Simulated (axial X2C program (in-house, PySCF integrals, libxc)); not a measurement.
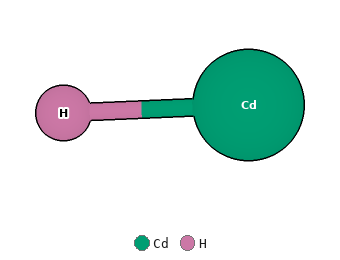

Figure 1. The molecule at the reference distance of 1.956 Å.

# Run report: CdH⁻, relativistic diatomic calculation

- system: CdH⁻, single determinant with Ω = 0.
- method: r2SCAN0, two-component X2C with atomic mean-field Coulomb and Gaunt terms, Cd dyall-acv3z, H dyall-av3z (cores contracted) (axial X2C program (in-house, PySCF integrals, libxc))

### The input
```
{"zs": [48, 1], "q": -1, "bas": ["dyall-acv3z", "dyall-av3z"], "levels": ["PBE0", "HF", "r2SCAN0"], "cc": true, "r0": 1.68, "thr": -2.0, "nmax": 90, "npts": 10, "nst": 2, "ntry": 6}
```

The line is the task of a batch: nuclear charges, charge, bases, the levels to run, a first guess of the distance and further settings. This report covers r2SCAN0 with spin-orbit coupling. The log is that of the reference distance 1.956 Å.

Hardware: 1 thread of Arm Neoverse V1, 24 GiB of memory available, shared host.

The run was one of a batch that the task file lists, launched with:
```bash
python <driver script> task.json out
```

### Log
```
two-component X2C + atomic mean field  r2SCAN0
basis functions 185  fitting functions 827  grid points 5072
iter        total energy     max residual
   1      -5592.235905371     1.84e-01
   2      -5592.238180317     1.54e-03
   3      -5592.238188995     3.33e-03
   4      -5592.238210520     6.08e-04
   5      -5592.238212161     2.74e-04
   6      -5592.238212831     1.35e-04
   7      -5592.238212952     4.49e-05
   8      -5592.238212989     8.24e-06
   9      -5592.238212991     7.15e-06
converged
one-electron -7737.68259699  Coulomb 2291.88012522  exact exchange -38.42443506  xc functional -117.95193953  nuclear repulsion 12.98594383  atomic mean-field constant -3.04531046
```

### The points of the curve

```csv
R (Å),E (hartree),"dipole (D; origin at the first atom, positive when the second is positive)",highest filled (eV),lowest empty (eV)
1.702,−5592.232788,2.25,0.60,2.13
1.780,−5592.236137,1.54,0.55,2.15
1.839,−5592.237506,1.00,0.51,2.16
1.897,−5592.238143,0.46,0.47,2.18
1.956,−5592.238213,−0.09,0.43,2.19
2.025,−5592.237755,−0.71,0.38,2.19
2.093,−5592.236874,−1.34,0.33,2.20
2.181,−5592.235317,−2.13,0.27,2.20
2.288,−5592.233022,−3.08,0.20,2.22
2.445,−5592.229355,−4.42,0.13,2.28
```

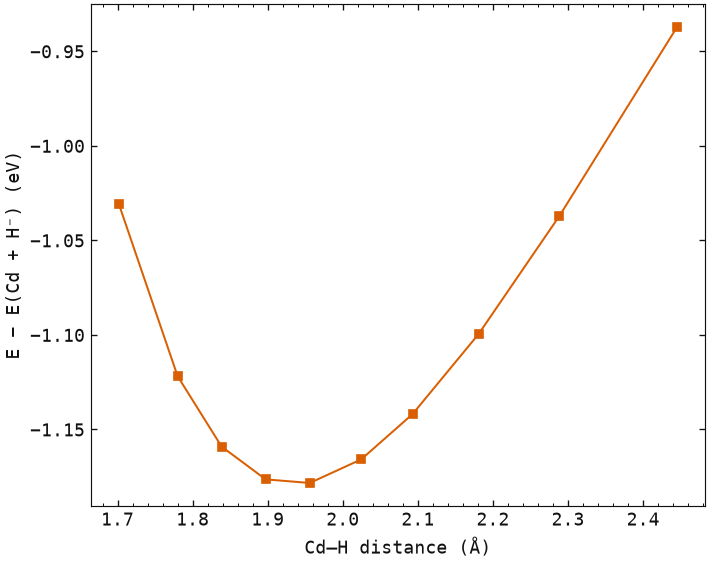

Figure 2. Energy at 10 bond lengths, for one set of occupations held fixed; the line joins the points. A polynomial of degree 6 through 9 points gives rₑ = 1.934 Å, ωₑ = 1011 cm⁻¹, ωₑxₑ = 36 cm⁻¹ and Bₑ = 4.509 cm⁻¹. The minimum lies 1.18 eV below Cd + H⁻, each computed as one determinant at the same level.

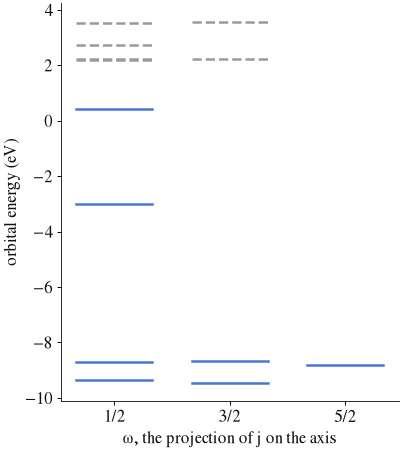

Figure 3. Orbital energies near the frontier at 1.96 Å, filled (solid) and empty (dashed); the Kramers partners at −ω are degenerate and not drawn. The highest filled spinor (1/2; 44 % Cd p, 29 % Cd s) lies at 0.43 eV, the lowest empty one (1/2; 97 % Cd p) at 2.19 eV. A filled level above zero is held only by the finite basis .

### Results in brief

```tsv
quantity	value
outcome	converged; a filled level lies above zero
bond length rₑ	1.934 Å
ωₑ	1011 cm⁻¹
energy at the minimum	−5592.23824 hartree
depth below the fragments	1.18 eV
wall time	13 s
peak memory	0.88 GiB
```

### Notes

The highest filled level (r2SCAN0, up to 0.60 eV) lies above zero. That is common for anions, where the functional's self-interaction leaves the outer electrons unbound; only the finite basis holds them, so such levels depend on it.
